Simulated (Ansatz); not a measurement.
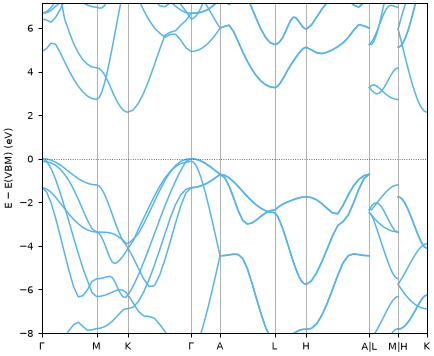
Fig. 1. Band structure from DFT-LDA in the program Ansatz with PAW potentials

Q: Read off the gap and where the band edges lie.

A: About 2.1 eV (2.13 eV by a search for the band edges); maximum at Γ, minimum at K.

Q: Which of these materials gives this?
A. CdS, wurtzite
B. SiC, wurtzite
C. MoS2, P6_3/mmc (Mo on 2c, S on 4f)

A: B, SiC, wurtzite

Space group P6_3mc (wurtzite). Symmetry was held in the LDA relaxation; phonons on a q-mesh show no instability.

Potentials: the later of the program's two PAW sets.
